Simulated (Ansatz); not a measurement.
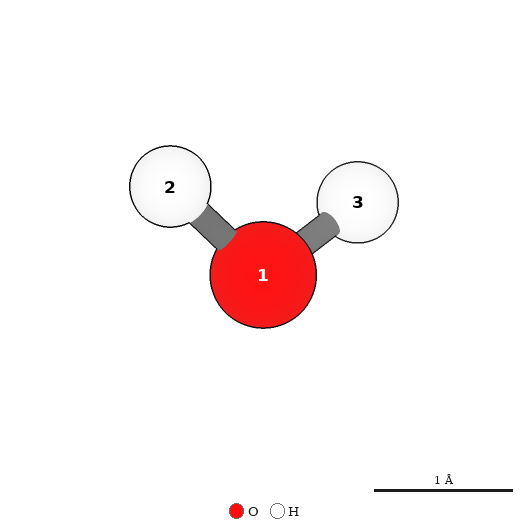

Simulated data, not a measurement (program: Ansatz).

Geometry: a fixed input geometry, not necessarily a minimum.

Give the bond lengths.

```json
{"bond": "O1–H2", "length (Å)": "0.964", "order": "single"}
{"bond": "O1–H3", "length (Å)": "0.972", "order": "single"}
```
